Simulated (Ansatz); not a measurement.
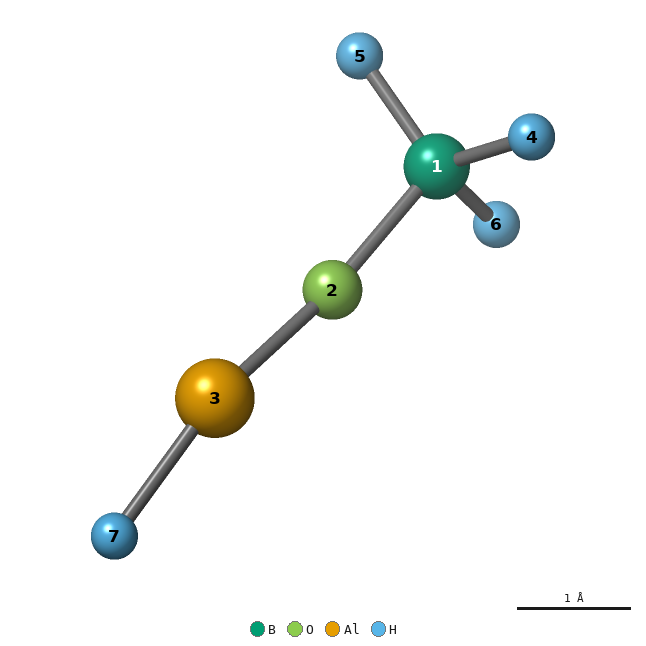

The atoms are numbered. The geometry was computed by an optimisation with PBE-D4/def2-SVP. No frequency run is at hand to confirm it as a minimum.

Question: What is the geometry at B1?

Answer: B1 has 4 neighbours (O2 at 1.53, H4 at 1.24, H5 at 1.24, H6 at 1.25 Å); the arrangement is tetrahedral.

Question: Which bond is the longest?

Answer: O2–Al3, 1.621 Å.
